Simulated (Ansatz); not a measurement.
**C$_{2}$H$_{10}$GaP (SMILES [CH3][GaH-]([CH3])[PH3+]): density, localisation and related maps**

Input

```
crystal:
  periodic: [false, false, false]
  atoms:
    - {symbol: C, position_ang: [-1.033522, 1.129665, -1.319827]}
    - {symbol: Ga, position_ang: [-0.345348, 0.611721, 0.473934]}
    - {symbol: C, position_ang: [1.579598, 0.899034, 0.887767]}
    - {symbol: P, position_ang: [-0.302207, -1.953263, 0.155084]}
    - {symbol: H, position_ang: [-0.339776, 0.857185, -2.118894]}
    - {symbol: H, position_ang: [-1.158053, 2.216174, -1.353253]}
    - {symbol: H, position_ang: [-2.007183, 0.685090, -1.537298]}
    - {symbol: H, position_ang: [-1.372769, 0.543587, 1.682601]}
    - {symbol: H, position_ang: [1.743964, 1.959963, 1.098733]}
    - {symbol: H, position_ang: [1.905357, 0.339457, 1.767362]}
    - {symbol: H, position_ang: [2.223427, 0.631316, 0.046402]}
    - {symbol: H, position_ang: [0.109257, -2.768974, 1.230714]}
    - {symbol: H, position_ang: [0.492153, -2.554530, -0.846061]}
    - {symbol: H, position_ang: [-1.507799, -2.625623, -0.138464]}
basis:
  gaussian: {orbitals: def2-TZVPP}
hamiltonian: {xc: pbe0, dispersion: d4}
output: {orbitals: {seedname: orbitals}}
```

Launched as:

```sh
ansatz run in.yaml --threads 4 --pin off --events-out ev --progress --plain --max-ram 11315MiB
```

Geometry: PBE0-D4/def2-TZVP.

Method: Ansatz 0.2.0, RKS PBE0-D4/def2-TZVPP.

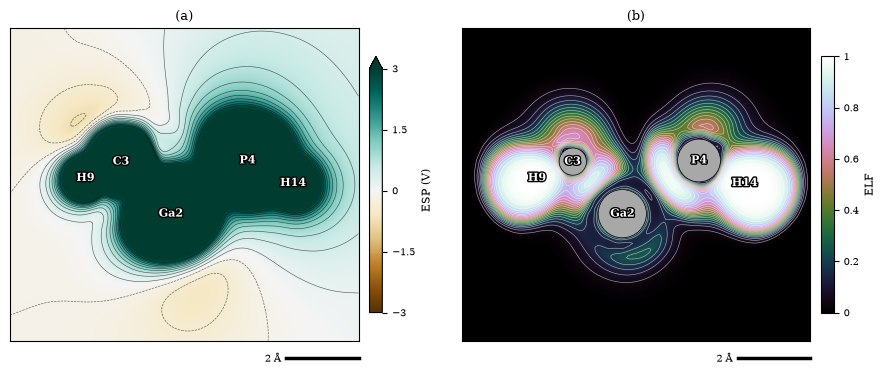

Figure 1. (a) electrostatic potential; (b) electron localisation function on the plane of atoms Ga2, P4 and H14. Grey discs cover the atomic cores in the ELF map.

### What does the map show?

- The section cuts through Ga, C, P and H sites.
- C–Ga (1.99 Å): the ELF peaks at about 0.90 in the valence shell of C, 0.7 Å from its nucleus, and is about 0.55 at the midpoint.
- Ga–P (2.59 Å): the ELF peaks at about 1 in the valence shell of P, 1.0 Å from its nucleus, and is about 0.70 at the midpoint.
- C–H (1.09 Å): the ELF climbs to about 1 towards the hydrogen, as it does in any bond to H: an ordinary covalent bond to hydrogen.
- P–H (1.41 Å): the ELF climbs to about 1 towards the hydrogen.
- Outside the dense part of the molecule the potential is most negative (−0.7 V) near C3.

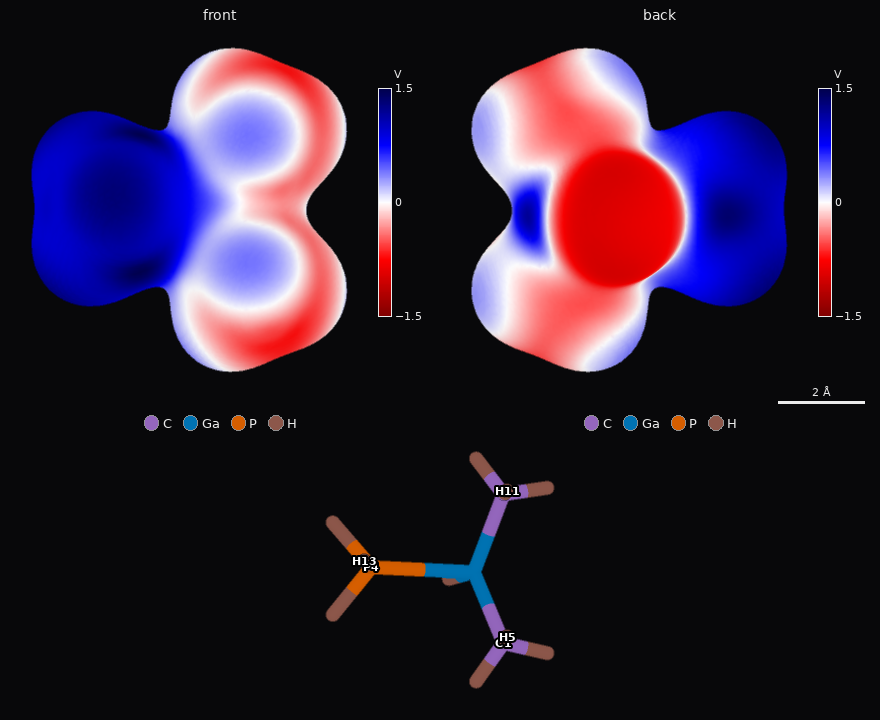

Figure 2. The electrostatic potential painted on the density surface at 0.002 e/bohr³, seen from the front and from behind; red is negative and blue positive. The bare structure is drawn below in the same view.

### Where is the surface potential most negative and most positive?

The most negative region (about −1.0 V, or −23 kcal/mol for a unit charge) lies over H8, the most positive (about +1.4 V, or +32 kcal/mol for a unit charge) over P4.

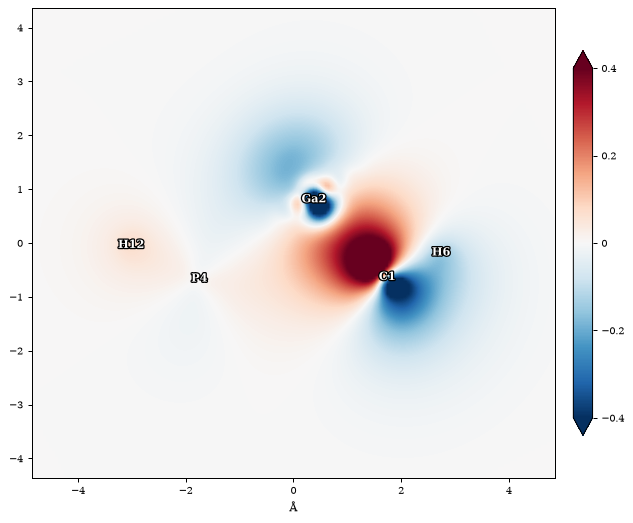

Figure 3. The HOMO on the plane of atoms Ga2, P4 and H12 (values in Å⁻³ᐟ²; the overall sign is arbitrary).

### Describe this orbital and give its energy.

By Hirshfeld shares it lies mainly on C1 (about 30 %), C3 (about 30 %) and Ga2 (about 25 %). Its energy is −7.14 eV.
